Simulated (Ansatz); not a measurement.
## Abstraction of F: C2H2F4 + SiH3 → C2H2F3 + SiH3F

Species: C2H2F4 (norflurane) `FCC(F)(F)F`, singlet; SiH3 (silyl radical) `[SiH3]`, doublet; C2H2F3 `[CH2]C(F)(F)F`, doublet; SiH3F `F[SiH3]`, singlet. A radical takes F: the energy is the difference in strength between the C–F bond broken and the Si–F bond made.

Shapes, held fixed at every level: PBE0-D4/def2-TZVP. Programs: Ansatz 0.2.0. The zero-point and thermal change to 298 K, harmonic and unscaled (PBE0-D4/def2-TZVP), is -4.9 kJ/mol.

```
               level                    kind  ΔH(298 K) (kJ/mol)  less CCSD(T)/CBS estimate  CPU time (sum over the molecules)
      MP2/def2-TZVPP     perturbation theory              -169.7                       +2.6                                  –
 B3LYP-D4/def2-TZVPP           global hybrid              -166.6                       +5.7                               33 s
  PBE0-D4/def2-TZVPP           global hybrid              -153.7                      +18.6                               25 s
  wB97M-V/def2-TZVPP  range-separated hybrid              -167.1                       +5.2                               92 s
  wB97X-V/def2-TZVPP  range-separated hybrid              -163.2                       +9.1                               69 s
    CCSD(T)/def2-SVP   coupled cluster or CI              -135.3                      +37.0                               73 s
CCSD(T)/CBS estimate   coupled cluster or CI              -172.3                        0.0                             35 min
```

The highest level, CCSD(T)/CBS estimate, gives ΔH(298 K) = -172.3 kJ/mol; the levels span -172.3 to -135.3. The column of differences is taken from that level and isn't an error. No measured value is set beside it here. Open shells run unrestricted. The CBS estimate extrapolates MP2 from def2-TZVPP and def2-QZVPP and adds CCSD(T) − MP2 in the triple-zeta set, cores frozen. Times are processor times on shared x86 and Arm servers, and rough.

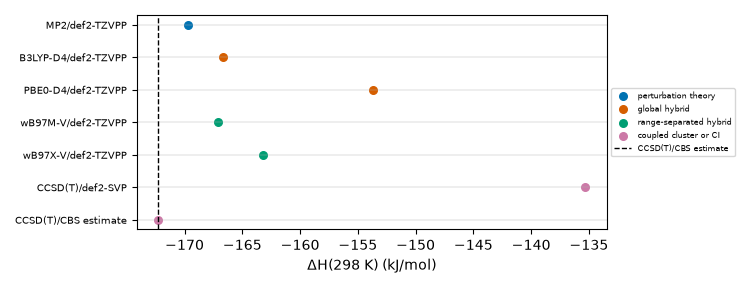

The values of the table, level by level.
